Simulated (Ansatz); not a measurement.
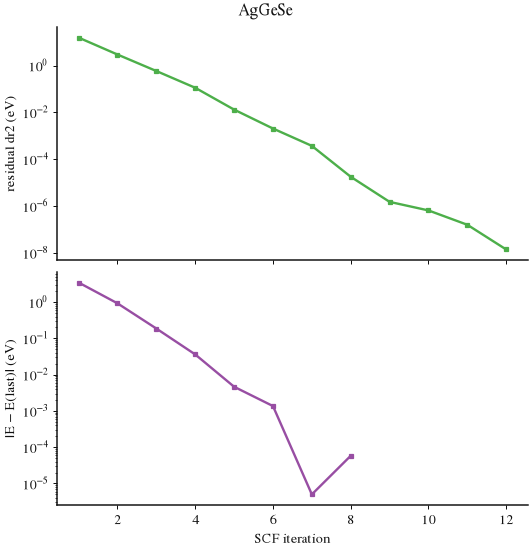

The plot shows the SCF iterations of a calculation: density residual dr2, distance of the Harris–Foulkes energy from its last value. Energy differences below 3 × 10⁻⁶ eV aren't drawn.

AgGeSe (9 atoms in the cell), run with Ansatz.

```
crystal:
  lattice:
    - [7.059433, 0.0, 0.0]
    - [-3.529717, 6.113651, 0.0]
    - [0.0, 0.0, 4.193703]
  atoms:
    - { symbol: Ag, position: [0.25, 0.0, 0.0] }
    - { symbol: Ag, position: [0.75, 0.75, 0.0] }
    - { symbol: Ag, position: [0.0, 0.25, 0.0] }
    - { symbol: Ge, position: [0.3333, 0.6667, 0.0] }
    - { symbol: Ge, position: [0.6667, 0.3333, 0.0] }
    - { symbol: Ge, position: [0.0, 0.0, 0.5] }
    - { symbol: Se, position: [0.587, 0.0, 0.5] }
    - { symbol: Se, position: [0.413, 0.413, 0.5] }
    - { symbol: Se, position: [0.0, 0.587, 0.5] }
  symmetry: { tolerance: 0.0003 }
kpoints:
  mp_grid: { grid: [3, 3, 4], shift: [0, 0, 0] }
magnetization:
  spin_polarized: false
scf:
  occupations: { method: fermi_dirac }
  max_iter: 60
hamiltonian:
  pseudopotentials: { kind: paw }
  xc: pbe
  hubbard: { sites: [{ species: Ag, l: d, u_eff: 40.0 }] }
basis:
  ecutwfc: 420
output:
  forces: true
  stress: true
  eigenvalues: true
```

Launched with:
```bash
ansatz run input.yaml --threads 1 --pin off --max-ram 2560MiB --backend cpu --events-out ev --progress --plain --runs-dir out
```

Question: Was self-consistency reached?

Answer: It converged, after 12 iterations. The residual falls at every step.

Question: Is anything amiss with this input?

Answer: The input holds a fault (an enormous or negative U). The SCF closed all the same, which doesn't make the results meaningful for the real system.
